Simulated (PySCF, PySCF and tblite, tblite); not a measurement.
# C4H9ClO3Si2: telling isomers apart by computed NMR, part 1 of 3

Can the signals of one isomer of C4H9ClO3Si2 be assigned among several candidates?

Programs: PySCF 2.14.0 with density-fitted response routines of our own, and tblite 0.8.0. All values are computed, except where a source is named. Atoms count from 0 throughout.

## 1. The molecule as given

19 atoms, charge 0, multiplicity 1; geometry from: MMFF94s geometry. This is the first candidate.

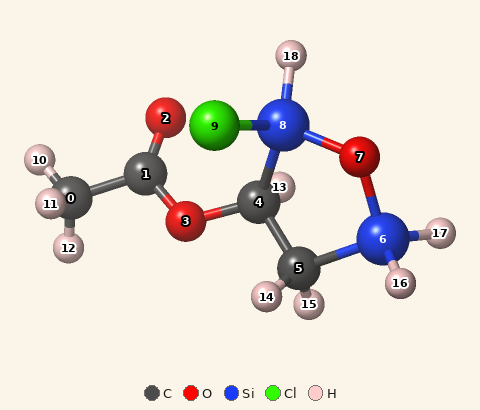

The starting geometry (carbon dark grey, oxygen red, silicon blue, chlorine green, hydrogen pink), atoms numbered.

## 2. GFN2-xTB relaxation, isomer A, conformer 1

The job: settings as JSON, then the geometry in Å.

```
{"job": {"xc": "GFN2-xTB", "basis": "xTB", "kind": "relax"}, "charge": 0, "multiplicity": 1}
C      3.193800     1.083500     0.335400
C      2.127700     0.080700    -0.008900
O      2.340500    -1.126200    -0.128700
O      0.919300     0.690000    -0.136100
C     -0.184200    -0.199700    -0.437900
C     -1.416600     0.697000    -0.815800
Si    -3.016600    -0.305400    -0.530800
O     -2.488100    -1.394100     0.675900
Si    -0.814300    -1.436800     0.986500
Cl    -0.560000    -0.546900     2.813900
H      4.151300     0.584100     0.416700
H      2.949500     1.555100     1.296000
H      3.241700     1.836500    -0.447300
H      0.076500    -0.826300    -1.313000
H     -1.441200     1.591900    -0.163900
H     -1.339500     1.056000    -1.833300
H     -4.120800     0.547300    -0.027200
H     -3.365400    -1.073700    -1.750900
H     -0.263300    -2.803800     0.935400
```

On the command line:

```sh
$ OMP_NUM_THREADS=1 python ens_run.py task.json out
```

This one command runs the whole study; its stages follow in the order run.

Output:

```text
step      E/eV     max force
  0    -911.83060    2.224
  1    -911.97661    1.943
  2    -912.06925    0.951
  3    -912.10878    0.532
  4    -912.14625    0.275
  5    -912.15803    0.318
  6    -912.17492    0.262
  7    -912.18520    0.227
  8    -912.19448    0.200
  9    -912.20160    0.221
 10    -912.20815    0.186
 11    -912.21335    0.159
 12    -912.21714    0.133
 13    -912.21949    0.114
 14    -912.22118    0.098
 15    -912.22270    0.105
 16    -912.22442    0.120
 17    -912.22657    0.131
 18    -912.22936    0.135
 19    -912.23296    0.176
 20    -912.23756    0.169
 21    -912.24382    0.240
 22    -912.25339    0.330
 23    -912.26756    0.538
 24    -912.28738    0.464
 25    -912.31044    0.747
 26    -912.30031    1.459
 27    -912.34390    0.409
 28    -912.35431    0.258
 29    -912.37203    0.239
 30    -912.38525    0.242
 31    -912.39499    0.206
 32    -912.40068    0.200
 33    -912.40457    0.178
 34    -912.40883    0.186
 35    -912.41374    0.172
 36    -912.41972    0.227
 37    -912.42286    0.212
 38    -912.42598    0.139
 39    -912.42833    0.102
 40    -912.43057    0.108
 41    -912.43239    0.090
 42    -912.43393    0.099
 43    -912.43525    0.087
 44    -912.43633    0.061
 45    -912.43711    0.059
 46    -912.43766    0.068
 47    -912.43812    0.051
 48    -912.43855    0.064
 49    -912.43897    0.062
 50    -912.43938    0.048
 51    -912.43977    0.051
 52    -912.44016    0.050
 53    -912.44052    0.068
 54    -912.44091    0.077
 55    -912.44136    0.068
 56    -912.44180    0.052
 57    -912.44217    0.051
 58    -912.44248    0.039
 59    -912.44248    0.039
 60    -912.44265    0.034
 61    -912.44304    0.041
 62    -912.44317    0.041
 63    -912.44347    0.066
 64    -912.44361    0.043
 65    -912.44375    0.029
 66    -912.44389    0.033
 67    -912.44401    0.045
 68    -912.44411    0.033
 69    -912.44420    0.019
 70    -912.44427    0.020
 71    -912.44436    0.027
 72    -912.44445    0.026
 73    -912.44454    0.023
 74    -912.44462    0.021
 75    -912.44470    0.023
 76    -912.44478    0.029
 77    -912.44488    0.030
 78    -912.44496    0.022
 79    -912.44504    0.019
 80    -912.44511    0.021
 81    -912.44518    0.021
 82    -912.44525    0.021
 83    -912.44530    0.016
 84    -912.44534    0.014
 85    -912.44537    0.016
 86    -912.44540    0.013
 87    -912.44543    0.011
 88    -912.44544    0.011
 89    -912.44546    0.011
 90    -912.44548    0.010
 91    -912.44549    0.011
 92    -912.44551    0.010
 93    -912.44553    0.008
 94    -912.44554    0.009
 95    -912.44555    0.010
 96    -912.44557    0.008
 97    -912.44558    0.007
 98    -912.44559    0.007
 99    -912.44559    0.006
100    -912.44560    0.006
101    -912.44561    0.006
102    -912.44561    0.006
103    -912.44562    0.005
104    -912.44562    0.004
```

It took 1.2 s on 1 thread of Arm Neoverse V1, shared host.

Relaxing gained 0.615 eV and moved the atoms by 0.36 Å on average (rms).

## 3. Shieldings, isomer A, conformer 1: KT2/6-31G*

The job: settings as JSON, then the geometry in Å.

```
{"job": {"xc": "KT2", "basis": "6-31G*", "kind": "nmr", "pop": true}, "charge": 0, "multiplicity": 1}
C      3.123896     0.987337     0.396387
C      1.905705     0.128572     0.236740
O      1.771062    -0.955337     0.777014
O      0.986625     0.657784    -0.528527
C     -0.207338    -0.130837    -0.686418
C     -1.428232     0.752568    -0.896317
Si    -2.922736    -0.362894    -0.457390
O     -2.158706    -1.448022     0.484831
Si    -0.533270    -1.322613     0.795784
Cl    -0.460387    -0.422460     2.583191
H      4.014935     0.365927     0.402602
H      3.055564     1.492426     1.358744
H      3.170512     1.727983    -0.395702
H     -0.046915    -0.745100    -1.580875
H     -1.372270     1.589311    -0.197891
H     -1.445208     1.173665    -1.900222
H     -3.916067     0.324985     0.354619
H     -3.434936    -1.101564    -1.605406
H     -0.112037    -2.702482     0.724906
```

Output:

```text
coarse grid: 18056 points
cycle   1  E = -1437.1498441416  dE =  1.660e+00  |g| = 1.295e+00  |ddm| = 4.282e+00
cycle   2  E = -1435.6961571088  dE =  1.454e+00  |g| = 2.873e+00  |ddm| = 4.123e+00
cycle   3  E = -1437.4131705161  dE = -1.717e+00  |g| = 5.859e-01  |ddm| = 3.472e+00
cycle   4  E = -1437.4799653616  dE = -6.679e-02  |g| = 2.412e-01  |ddm| = 7.178e-01
cycle   5  E = -1437.4886292526  dE = -8.664e-03  |g| = 1.234e-01  |ddm| = 2.757e-01
cycle   6  E = -1437.4918011280  dE = -3.172e-03  |g| = 3.030e-02  |ddm| = 1.278e-01
cycle   7  E = -1437.4919715888  dE = -1.705e-04  |g| = 9.605e-03  |ddm| = 3.000e-02
cycle   8  E = -1437.4919924362  dE = -2.085e-05  |g| = 1.917e-03  |ddm| = 1.078e-02
cycle   9  E = -1437.4919933129  dE = -8.767e-07  |g| = 6.256e-04  |ddm| = 2.935e-03
final grid: 162408 points
cycle  10  E = -1437.2678348748  dE = -1.180e-04  |g| = 1.790e-02  |ddm| = 6.041e-02
cycle  11  E = -1437.2676990165  dE =  1.359e-04  |g| = 3.017e-02  |ddm| = 5.154e-02
cycle  12  E = -1437.2679069545  dE = -2.079e-04  |g| = 5.263e-03  |ddm| = 3.427e-02
cycle  13  E = -1437.2679128580  dE = -5.903e-06  |g| = 1.080e-03  |ddm| = 5.524e-03
cycle  14  E = -1437.2679130570  dE = -1.990e-07  |g| = 4.796e-04  |ddm| = 1.229e-03
cycle  15  E = -1437.2679131062  dE = -4.913e-08  |g| = 1.138e-04  |ddm| = 5.441e-04
cycle  16  E = -1437.2679131091  dE = -2.969e-09  |g| = 3.265e-05  |ddm| = 1.452e-04
cycle  17  E = -1437.2679131094  dE = -2.319e-10  |g| = 8.794e-06  |ddm| = 3.616e-05
converged SCF energy = -1437.2679131094

GIAO shielding tensors (ppm)
atom      isotropic    diamagn.    paramagn.     s11        s22        s33       span
  0 C      175.925     254.486     -78.561    159.274    167.272    201.230     41.956
  1 C       38.977     250.616    -211.638    -28.394     51.308     94.018    122.412
  2 O      -16.533     401.925    -418.458   -226.360   -105.707    282.466    508.826
  3 O      113.549     399.971    -286.422    -31.780    166.097    206.329    238.109
  4 C      128.830     250.187    -121.357    102.549    113.747    170.193     67.644
  5 C      180.579     251.977     -71.398    164.018    182.272    195.448     31.430
  6 Si     414.759     883.069    -468.310    380.232    394.194    469.852     89.620
  7 O      246.015     392.577    -146.562    164.150    284.027    289.867    125.718
  8 Si     416.568     881.203    -464.635    398.439    421.731    429.533     31.094
  9 Cl     914.440    1151.253    -236.813    782.597    960.498   1000.226    217.628
 10 H       30.394      28.240       2.154     26.397     28.906     35.878      9.481
 11 H       30.189      29.526       0.663     26.900     29.054     34.614      7.714
 12 H       30.578      30.206       0.372     25.910     30.453     35.369      9.459
 13 H       28.576      32.601      -4.024     24.125     28.923     32.681      8.556
 14 H       30.980      32.548      -1.568     27.732     28.862     36.346      8.613
 15 H       30.856      31.021      -0.165     26.406     28.450     37.712     11.305
 16 H       26.734      29.558      -2.824     23.208     24.361     32.633      9.425
 17 H       26.906      29.715      -2.809     23.090     24.385     33.243     10.153
 18 H       26.514      30.239      -3.725     21.960     24.530     33.051     11.090
```

Wall time 71 s (1 thread of Arm Neoverse V1, shared host); peak memory 0.7 GiB.

This run: HOMO -6.64 eV, LUMO -1.14 eV; dipole 4.07 D.

Orbitals, density, ELF and potential are computed afterwards from the orbital file.

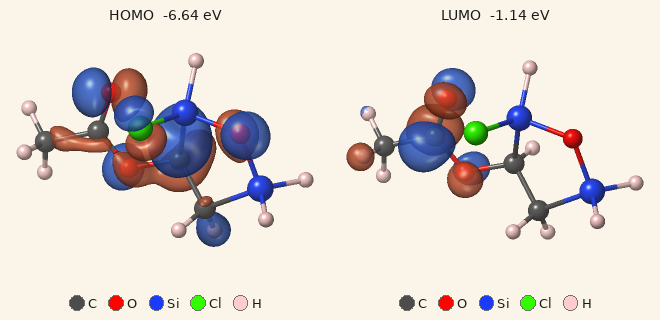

KT2/6-31G* orbitals near the gap, drawn at the value that encloses 70 % of each; the two colours are the two signs.

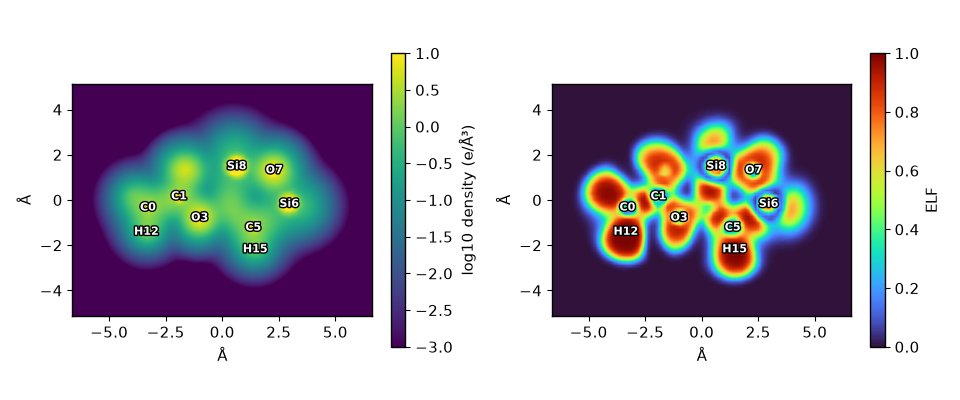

Density (left) and ELF (right) in a plane through or near 9 of the atoms.

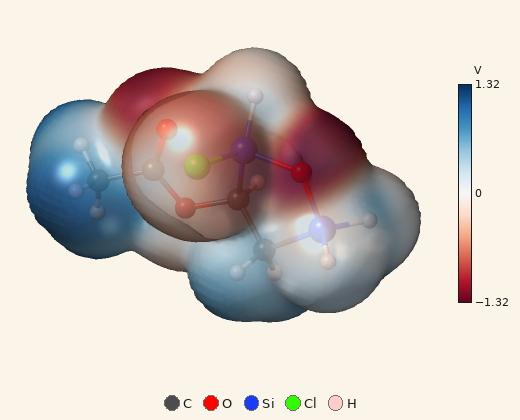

Electrostatic potential on the surface of density 0.002 e/bohr³; red is low, blue high. It runs, from the 1st to the 99th percentile, from -1.32 V near O7 to 1.16 V near H11.

## 4. Single-point energy, isomer A, conformer 1: B3LYP/def2-SVP

Changed since step 3:

```diff
@@ -1,2 +1,2 @@
-{"job": {"xc": "KT2", "basis": "6-31G*", "kind": "nmr", "pop": true}, "charge": 0, "multiplicity": 1}
+{"job": {"xc": "B3LYP", "basis": "def2-SVP", "kind": "sp"}, "charge": 0, "multiplicity": 1}
 C      3.123896     0.987337     0.396387
```

Output:

```text
coarse grid: 18056 points
cycle   1  E = -1421.7947261478  dE =  1.663e+00  |g| = 1.214e+00  |ddm| = 4.662e+00
cycle   2  E = -1421.1374415742  dE =  6.573e-01  |g| = 2.200e+00  |ddm| = 3.175e+00
cycle   3  E = -1422.0557926549  dE = -9.184e-01  |g| = 3.391e-01  |ddm| = 2.329e+00
cycle   4  E = -1422.0770787997  dE = -2.129e-02  |g| = 1.326e-01  |ddm| = 3.979e-01
cycle   5  E = -1422.0799419620  dE = -2.863e-03  |g| = 4.902e-02  |ddm| = 1.286e-01
cycle   6  E = -1422.0804448181  dE = -5.029e-04  |g| = 9.938e-03  |ddm| = 5.162e-02
cycle   7  E = -1422.0804616271  dE = -1.681e-05  |g| = 3.633e-03  |ddm| = 1.035e-02
cycle   8  E = -1422.0804642787  dE = -2.652e-06  |g| = 6.744e-04  |ddm| = 3.502e-03
final grid: 162408 points
cycle   9  E = -1422.2816425408  dE = -3.762e-05  |g| = 5.902e-03  |ddm| = 2.948e-02
cycle  10  E = -1422.2816339245  dE =  8.616e-06  |g| = 8.727e-03  |ddm| = 1.259e-02
cycle  11  E = -1422.2816502344  dE = -1.631e-05  |g| = 1.144e-03  |ddm| = 7.746e-03
cycle  12  E = -1422.2816504747  dE = -2.403e-07  |g| = 3.416e-04  |ddm| = 1.178e-03
cycle  13  E = -1422.2816504924  dE = -1.778e-08  |g| = 1.558e-04  |ddm| = 3.569e-04
cycle  14  E = -1422.2816504971  dE = -4.669e-09  |g| = 2.812e-05  |ddm| = 1.472e-04
cycle  15  E = -1422.2816504973  dE = -1.646e-10  |g| = 1.114e-05  |ddm| = 3.744e-05
converged SCF energy = -1422.2816504973
```

Wall time 18 s (1 thread of Arm Neoverse V1, shared host); peak memory 0.71 GiB.

Key values: HOMO -7.77 eV, LUMO -0.45 eV; dipole 3.79 D.

## 5. Averages, isomer A: properties at KT2/6-31G*

The job: settings as JSON, then the geometry in Å.

```
{"job": {"study": "conf", "smiles": "CC(=O)O[C@@H]1C[SiH2]O[Si@@H]1Cl", "search": {"seed": 4017, "n_embed": 150, "ff_keep": 22, "window": 2.5, "nmax": 6, "temps": [250, 298.15, 350], "t_ref": 298.15, "order": 0.002}, "level": {"nmr": {"xc": "KT2", "basis": "6-31G*"}, "sp": {"xc": "B3LYP", "basis": "def2-SVP"}}, "kind": "conf"}, "charge": 0, "multiplicity": 1}
C      3.123896     0.987337     0.396387
C      1.905705     0.128572     0.236740
O      1.771062    -0.955337     0.777014
O      0.986625     0.657784    -0.528527
C     -0.207338    -0.130837    -0.686418
C     -1.428232     0.752568    -0.896317
Si    -2.922736    -0.362894    -0.457390
O     -2.158706    -1.448022     0.484831
Si    -0.533270    -1.322613     0.795784
Cl    -0.460387    -0.422460     2.583191
H      4.014935     0.365927     0.402602
H      3.055564     1.492426     1.358744
H      3.170512     1.727983    -0.395702
H     -0.046915    -0.745100    -1.580875
H     -1.372270     1.589311    -0.197891
H     -1.445208     1.173665    -1.900222
H     -3.916067     0.324985     0.354619
H     -3.434936    -1.101564    -1.605406
H     -0.112037    -2.702482     0.724906
```

Output:

```text
conformer  sym    E(xTB)   E(DFT)   G(298.15 K)  weight  dipole/D
    1     C1      0.000    0.000    0.000   1.0000    3.788

mean shielding (ppm) by class
class atoms           250 K   298.15 K      350 K
  0 C  0            175.925    175.925    175.925
  1 C  1             38.977     38.977     38.977
  2 O  2            -16.533    -16.533    -16.533
  3 O  3            113.549    113.549    113.549
  4 C  4            128.829    128.829    128.829
  5 C  5            180.579    180.579    180.579
  6 Si 6            414.759    414.759    414.759
  7 O  7            246.015    246.015    246.015
  8 Si 8            416.568    416.568    416.568
  9 Cl 9             914.44     914.44     914.44
 10 H  10,11,12      30.387     30.387     30.387
 11 H  13            28.576     28.576     28.576
 12 H  14             30.98      30.98      30.98
 13 H  15            30.856     30.856     30.856
 14 H  16            26.734     26.734     26.734
 15 H  17            26.906     26.906     26.906
 16 H  18            26.514     26.514     26.514
```

Wall time 95 s (1 thread of Arm Neoverse V1, shared host). This counts the runs that the step sums up.

The search (ETKDG and KDG, MMFF94s, GFN2-xTB) embedded 150 structures, kept 5 distinct ones after the force field and 1 after xTB; 1 was carried on (window 2.5 kcal/mol at the search's own energies). Energies: B3LYP/def2-SVP with D3(BJ).

The conformers at 298 K:

```tsv
no.	group	mirror pair	ΔE xTB	ΔE DFT	ΔG	weight (%)	μ (D)	O2–C1–O3–C4 (°)	C1–O3–C4–Si8 (°)	A, B, C (GHz)
1	C1	no	0.00	0.00	0.00	100.0	3.79	0	26	1.42, 0.69, 0.54
```

Energies in kcal/mol. ΔG holds xTB vibrations and rotation, symmetry numbers and mirror pairs.

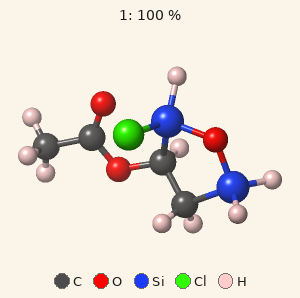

The one conformer.

Shifts against references run at the same level (17O H2O 320.2, 13C TMS 194.6, 1H TMS 32.38, 29Si TMS 408.6 ppm of shielding), by class of atoms, at 298 K:

```tsv
atoms	environment	average
C1	ester carbonyl carbon	155.7
C4	sp3 CH bonded to O and Si	65.8
C0	methyl carbon α to a carbonyl	18.7
C5	sp3 CH2 bonded to Si	14.1
H18	hydrogen on a silicon bonded to C, Cl, O, in a 5-membered ring	5.87
H16	hydrogen on a silicon bonded to C, O, in a 5-membered ring	5.65
H17	hydrogen on a silicon bonded to C, O, in a 5-membered ring	5.48
H13	hydrogen on an sp3 CH bonded to O and Si	3.81
H10, H11, H12	hydrogen on a methyl carbon α to a carbonyl	2.00
H15	hydrogen on an sp3 CH2 bonded to Si	1.53
H14	hydrogen on an sp3 CH2 bonded to Si	1.40
O2	ester carbonyl oxygen	336.7
O3	ester alkoxy oxygen	206.6
O7	oxygen bonded to 2 Si, in a 5-membered ring	74.2
Si6	silicon bonded to C, O, 2 H, in a 5-membered ring	-6.1
Si8	silicon bonded to C, Cl, O, H, in a 5-membered ring	-7.9
Cl9	chlorine bonded to Si	914 (σ)
```

Effective distances for nuclear Overhauser effects, ⟨r⁻⁶⟩^(−1/6) over all pairs of two classes (Å): H14···H15 1.75; H13···H15 2.40; H16···H17 2.47; H14···H16 2.89; H13···H14 3.02; H13···H18 3.03; H15···H17 3.04; H13···H17 3.41.

(Continued in part 2 of 3.)
